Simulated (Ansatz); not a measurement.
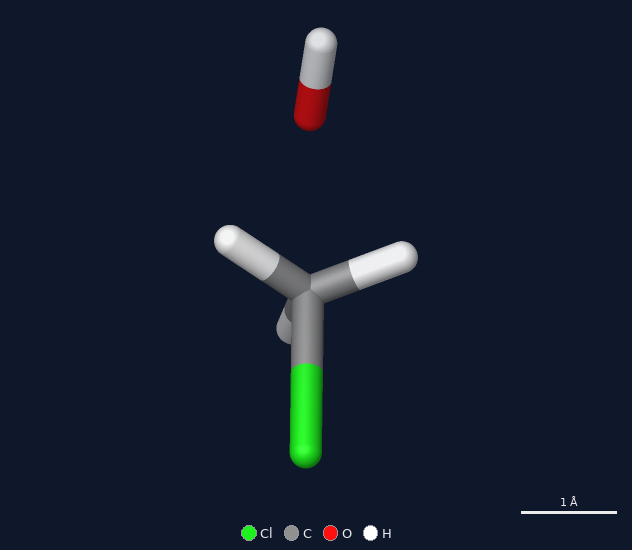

The picture shows the input geometry.

Ansatz 0.2.0 input:

```yaml
crystal:
  periodic: [false, false, false]
  atoms:
    - {symbol: Cl, position_ang: [-2.301200, -0.612924, 0.814139]}
    - {symbol: C, position_ang: [-0.435141, -0.187588, 0.199231]}
    - {symbol: O, position_ang: [1.732126, 0.214362, -0.447850]}
    - {symbol: H, position_ang: [-0.563375, -0.182225, -0.868204]}
    - {symbol: H, position_ang: [-0.268016, 0.762321, 0.674211]}
    - {symbol: H, position_ang: [0.121567, -1.016009, 0.599707]}
    - {symbol: H, position_ang: [1.713838, 1.022064, -0.971233]}
basis:
  gaussian: {orbitals: "def2-TZVPPD.json"}
total_charge: -1
hamiltonian: {xc: {name: wB97X-V}}
```

It was started with:

```sh
ansatz run in.yaml --threads 2 --pin off --events-out ev --progress --plain --max-ram 4352MiB
```

What the program printed:

```
Functional definition: wB97X-V
  name "wB97X-V"
  cite "Mardirossian & Head-Gordon, Phys. Chem. Chem. Phys. 16, 9904 (2014) doi:10.1039/C3CP54374A"
  cite "Becke, J. Chem. Phys. 107, 8554 (1997) doi:10.1063/1.475007"
  cite "Vydrov & Van Voorhis, J. Chem. Phys. 133, 244103 (2010) doi:10.1063/1.3521275"
  parameter omega = 0.3/bohr
  parameter cx = 0.167
  parameter cx1 = 0.603
  parameter cx2 = 1.194
  parameter css0 = 0.556
  parameter css1 = -0.257
  parameter cos0 = 1.219
  parameter cos1 = -1.850
  parameter b = 6.0
  parameter c = 0.01
  exchange = spin_sum(e_x_unif_sr(omega)*poly(b97_u_x, 1 - cx, cx1, cx2)) + cx*exact_x_sr(omega) + exact_x_lr(omega)
  correlation = spin_sum(e_c_pw_same_spin*poly(b97_u_same, css0, css1))
      + integral(e_c_pw_opposite_spin*poly(b97_u_opposite, cos0, cos1)) + vv10(b, c)
921 factors; their error is unknown
261 factors; integrals over basis functions are off by at most 3.5e-5 eV
mean field evaluation 1: about -15667.9120 eV, gradient 3.5e1 eV
mean field evaluation 2: about -15664.3986 eV, gradient 5.9e1 eV
mean field evaluation 4: about -15670.5008 eV, gradient 1.1e0 eV
mean field evaluation 8: about -15670.5121 eV, gradient 4.1e-2 eV
mean field evaluation 16: about -15670.5244 eV, gradient 7.6e-5 eV
mean field -15670.52441416 eV, -575.8811503575 hartree, gradient 7.6e-5 eV, S^2 0.000000; 0 other end points of the search recorded, 0 dependent functions left out
reference -15670.52441131 eV, -575.8811502527 hartree; 18, 18 occupied and 178, 178 virtual orbitals, 921 factors
Total energy: -15670.52441131 eV, -575.8811502527 hartree
```
